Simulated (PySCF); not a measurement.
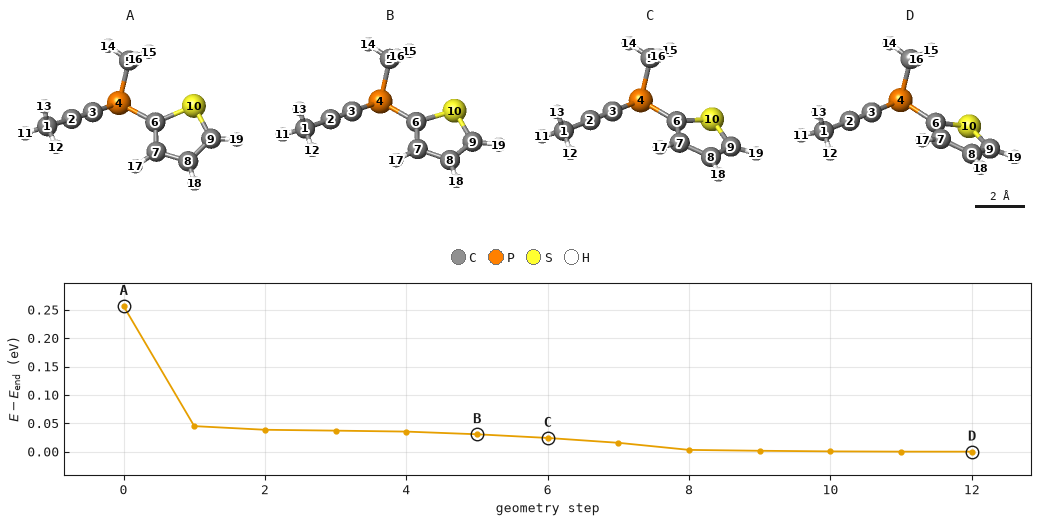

Frames of a relaxation of C8H9PS, marked on the history of the run. The picture is a ball-and-stick view, seen at a tilt.

The start comes from GFN2-xTB. Its atoms were then displaced at random by about 0.01 Å.

These are results of PBE0-D3(BJ)/def2-SVP geometry optimisation, gas phase (PySCF 2.14.0, density-fitted response routines), not measurements. 

What happens along the run?

Answer. The atom that moves furthest after the best rigid fit is H17 (1.53 Å). By element the largest moves are H 1.53 Å, S 1.25 Å, C 0.74 Å, P 0.14 Å. Some distances before and after: C3–P4 1.721 → 1.767 Å, C1–H11 1.060 → 1.102 Å, C9–H19 1.062 → 1.090 Å, C5–H14 1.074 → 1.100 Å. Among the angles between lasting bonds that change: H11–C1–H13 112.7° → 108.0°, P4–C6–C7 126.4° → 130.7°, C3–P4–C6 96.7° → 99.7°. Groups turn about P4–C6 by about 50°. After 12 geometry steps the energy has fallen by 0.257 eV. From step 0 to 5: H17 moves most (0.49 Å), energy −0.226 eV. From step 5 to 6: H17 moves most (0.74 Å), energy −0.006 eV. From step 6 to 12: S10 moves most (0.36 Å), energy −0.024 eV.
